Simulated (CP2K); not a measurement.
Band structure of GaGePt6 (I-42m, 8 atoms in the cell).

```xyz
8
Lattice="5.5723 0.0000 0.0000 0.1020 5.5714 0.0000 -2.8372 -2.7857 3.9040" Properties=species:S:1:pos:R:3 pbc="T T T"
Ga     0.0000     0.0000     0.0000
Ge     2.8372     2.7857     0.0000
Pt     4.2302     4.1534     1.5455
Pt     0.3614     2.5208     0.0000
Pt     1.3930     1.3677     2.3585
Pt     2.5270     0.3152     0.0000
Pt     1.3676    -1.3929     1.9520
Pt    -1.3676     1.3929     1.9520
```

Method of the run: PBEsol, GPW, DZVP-MOLOPT-SR-GTH basis, GTH-PBE potentials (GTH_POTENTIALS) run with CP2K.

Settings: CUTOFF = 600 Ry; REL_CUTOFF = 50 Ry; SMEAR/METHOD = GAUSSIAN; SIGMA = 0.2 eV; KPOINTS/SCHEME = MONKHORST-PACK 5 5 5; XC_FUNCTIONAL = PBE:PBESOL; Ga/BASIS_SET = DZVP-MOLOPT-SR-GTH-q13; Ga/POTENTIAL = GTH-PBE-q13; Ge/BASIS_SET = DZVP-MOLOPT-SR-GTH-q4; Ge/POTENTIAL = GTH-PBE-q4; Pt/BASIS_SET = DZVP-MOLOPT-SR-GTH-q18; Pt/POTENTIAL = GTH-PBE-q18; METHOD = GPW; EPS_DEFAULT = 1e-10.

The starting cell comes from a database of computed structures (which also holds hypothetical and non-ambient phases and stackings), without a prior relaxation at this level. Spin-orbit coupling is off. Spin polarisation is off. Values carry the incompleteness of an atom-centred basis. The potentials were made for another functional than the one used.

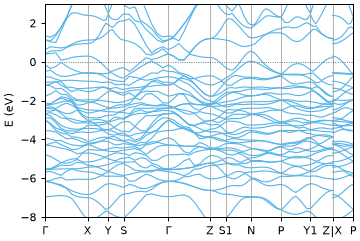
*Bands along the path, energies from the Fermi level.*

Levels in eV from the Fermi level, bands 60 to 65:
```json
[
 {"point": "Γ", "60": "-0.77", "61": "-0.50", "62": "-0.16", "63": "0.41", "64": "0.41", "65": "0.63"},
 {"point": "X", "60": "-1.00", "61": "-0.60", "62": "-0.56", "63": "0.29", "64": "0.93", "65": "1.12"},
 {"point": "Y", "60": "-1.04", "61": "-0.88", "62": "-0.58", "63": "-0.43", "64": "1.54", "65": "1.92"},
 {"point": "S", "60": "-1.16", "61": "-1.02", "62": "-0.83", "63": "-0.31", "64": "1.12", "65": "2.11"},
 {"point": "Z", "60": "-1.79", "61": "-1.20", "62": "-0.72", "63": "0.22", "64": "1.20", "65": "1.20"},
 {"point": "S1", "60": "-1.16", "61": "-1.02", "62": "-0.83", "63": "-0.31", "64": "1.12", "65": "2.11"},
 {"point": "N", "60": "-0.86", "61": "-0.79", "62": "0.04", "63": "0.55", "64": "0.85", "65": "1.22"},
 {"point": "P", "60": "-0.74", "61": "-0.67", "62": "-0.63", "63": "-0.63", "64": "1.49", "65": "1.72"},
 {"point": "Y1", "60": "-1.04", "61": "-0.88", "62": "-0.58", "63": "-0.43", "64": "1.54", "65": "1.92"}
]
```

Bands cross the Fermi level along this path, so the cell is metallic at this level.

Higher empty bands are left out: an atom-centred basis made for the valence describes them poorly.
